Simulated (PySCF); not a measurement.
## A study: C$_{6}$H$_{8}$O, SMILES `O[CH]1[CH]2C=CC[CH]12`

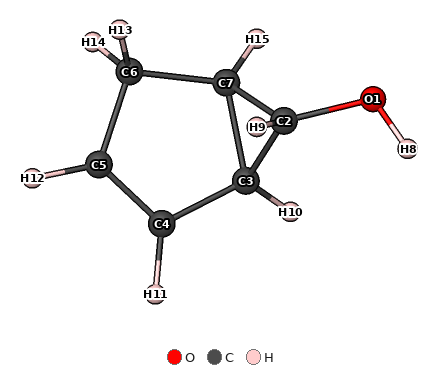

The molecule, with its atoms numbered as below. No frequency check shows the geometry to be a minimum.

Cartesian coordinates (Å):

```
O1      -2.4103    0.1138   -0.1934
C2      -1.0426    0.0142   -0.4200
C3      -0.1829   -0.7633    0.5563
C4       1.1189   -1.2001    0.0104
C5       1.8680   -0.1616   -0.3379
C6       1.2153    1.1550   -0.0188
C7      -0.1433    0.7504    0.5211
H8      -2.8355   -0.7202   -0.4242
H9      -0.7617   -0.0278   -1.4717
H10     -0.6683   -1.3240    1.3410
H11      1.3819   -2.2388   -0.0884
H12      2.8441   -0.2062   -0.7891
H13      1.1336    1.7872   -0.9058
H14      1.7945    1.7055    0.7274
H15     -0.6071    1.3455    1.2915
```

## 1. Bonding charge

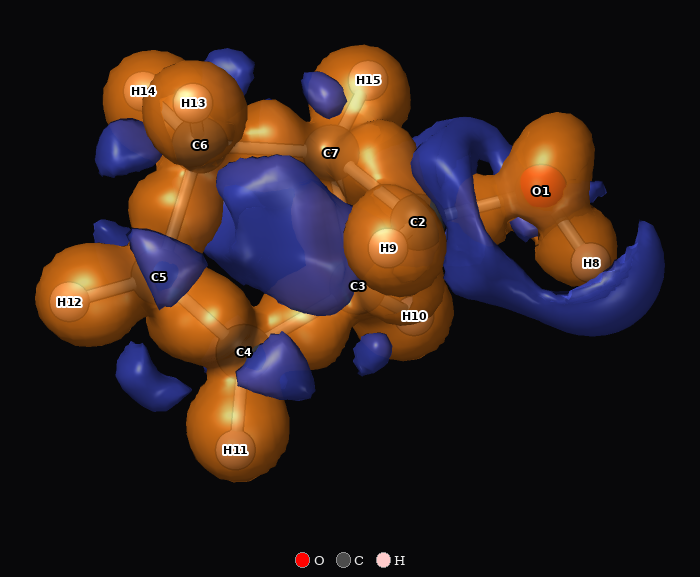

Deformation density (molecule less spherical, spin-averaged free atoms at the same positions), surfaces at ±0.06 e/Å³; orange: gain, blue: loss.

Method: B3LYP/6-31+G*; geometry: GFN2-xTB; program: PySCF.

Question: How much density has each bond gained at its critical point, relative to the free atoms?

Answer: The five largest and four smallest: C4–C5: +0.73 e/Å³ at the bond critical point (bond length 1.33 Å). O1–H8: +0.73 e/Å³ at the bond critical point (bond length 0.96 Å). C2–H9: +0.70 e/Å³ at the bond critical point (bond length 1.09 Å). C5–H12: +0.68 e/Å³ at the bond critical point (bond length 1.08 Å). C4–H11: +0.68 e/Å³ at the bond critical point (bond length 1.08 Å). C2–C7: +0.41 e/Å³ at the bond critical point (bond length 1.50 Å). C2–C3: +0.36 e/Å³ at the bond critical point (bond length 1.51 Å). C3–C7: +0.34 e/Å³ at the bond critical point (bond length 1.51 Å). O1–C2: +0.12 e/Å³ at the bond critical point (bond length 1.39 Å). In all, 3.3 electrons gather in the regions of gain relative to the promolecule. A small or negative value marks a very polar bond, one between electron-rich atoms, whose free-atom densities already overlap strongly, a long bond to a heavier atom, or a closed-shell contact such as a hydrogen bond.

## 2. Local ionisation energy

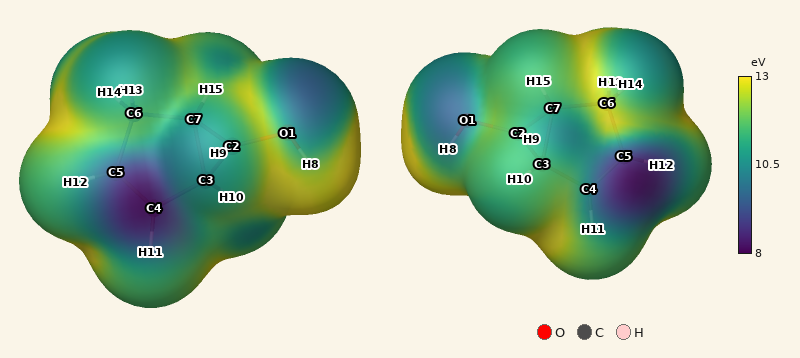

Average local ionisation energy on the surface of electron density 0.001 a.u. (back view left, front view right).

Question: Where are the most loosely bound electrons on this surface?

Answer: The lowest value is 8.0 eV, over C5, off the plane of its three bonds (2.2 Å). Further minima include 8.0 eV, off the C4–C5 bond (2.2 Å from its atoms); 9.5 eV, 1.9 Å from O1; 9.5 eV, 1.9 Å from O1. For comparison, the highest occupied orbital lies at −6.3 eV.

## 3. Excited states

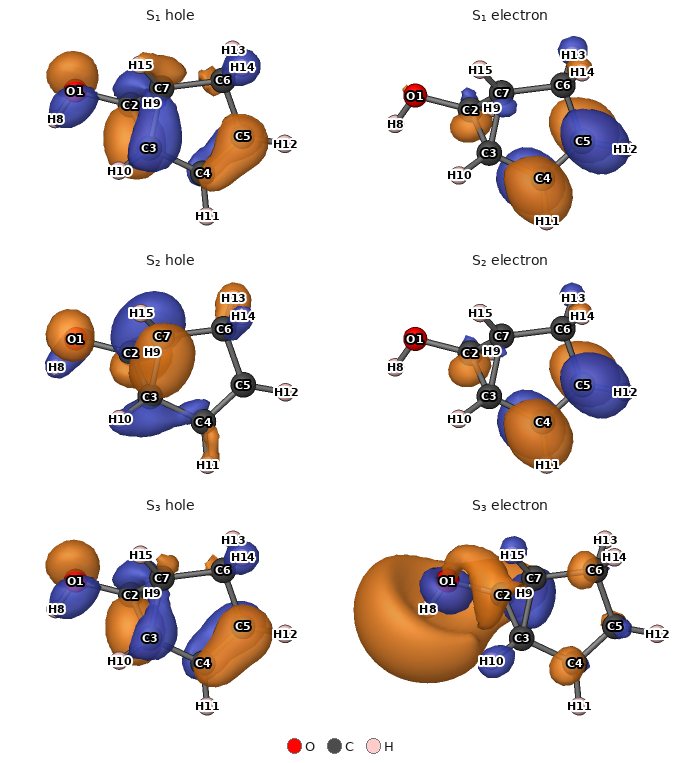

Leading natural transition orbitals (TDA singlet states).

Method: PBE0/def2-SVP; geometry: GFN2-xTB; program: PySCF. Without diffuse functions Rydberg states are missing, so the states' numbers hold for this basis only.

Question: Describe these excited states.

Answer: By state:
- S₁: 6.38 eV (194 nm), f = 0.164 (bright); the leading pair carries 97 %; hole on C3 (20 %), O1 (18 %) and C2 (16 %), electron on C4 and C5 (30 % each) and C3 and C6 (6 % each); their centroids lie 1.4 Å apart.
- S₂: 7.01 eV (177 nm), f = 0.027, charge transfer, whose energy this functional puts too low; the leading pair carries 99 %; hole on C7 (28 %), C2 (19 %) and C3 (12 %), electron on C4 and C5 (32 % each), C3 (6 %) and C2 and C6 (5 % each); their centroids lie 1.9 Å apart.
- S₃: 7.22 eV (172 nm), f = 0.004, charge transfer, whose energy this functional puts too low; the leading pair carries 98 %; hole on O1 (20 %), C5 (16 %) and C2 and C3 (15 % each), electron on H8 (44 %), O1 (19 %) and C2 (11 %); their centroids lie 2.0 Å apart.

## 4. Localised orbitals

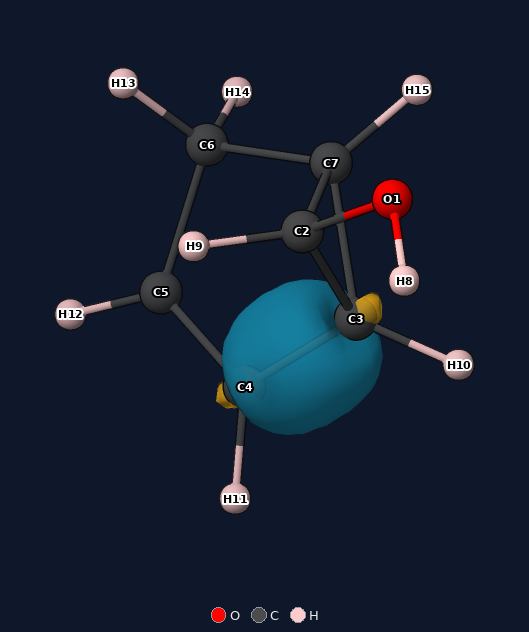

Foster–Boys orbitals, occupied; each surface holds about 70 % of the orbital's density. Energies are diagonal elements of the Fock matrix.

Method: ωB97X/6-311G**; geometry: GFN2-xTB; program: PySCF.

Question: What does this orbital represent?

Answer: σ bond C3–C4 (C3 50 %, C4 49 %; −17.7 eV).

Question: How do all the valence pairs divide up?

Answer: 19 pairs: 12 σ bonds, 5 bent bonds and 2 lone pairs.

## 5. Magnetic shielding

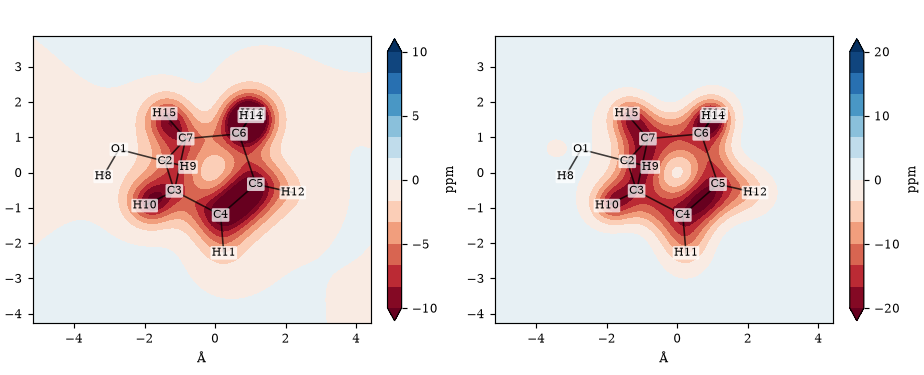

Isotropic NICS 1.0 Å above the plane of the 5-membered ring C3/C4/C5/C6/C7 (left) and NICSzz (the component normal to the ring) 1.0 Å above the plane of the same ring (right); GIAO shieldings; atoms are projected onto the map; negative values mean shielding.

PySCF calculation, B3LYP/def2-SVP, gas phase; geometry: GFN2-xTB.

Question: Classify the ring and give its NICS values.

Answer: It is neither clearly shielded nor deshielded above its centre; an sp³ atom breaks the ring's conjugation, so the values mix its σ bonds and separate π bonds and show no closed π ring current: NICS(0) = −5.3, NICS(1) = −2.5, NICS(1)zz = −2.7 ppm. The 3-membered ring C2/C3/C7 is shielded above its centre; its σ bonds alone give such values, so they don't measure π aromaticity: NICS(0) = −40.2, NICS(1) = −7.9 and −6.4, NICS(1)zz = −19.9 and −16.8 (two faces) ppm.

The PySCF runs shown took 46 s, 9.1 min, 85 s and 120 s on 1 thread of Intel(R) Xeon(R) Processor @ 2.50GHz (Skylake/Cascade Lake), with other jobs on the host.
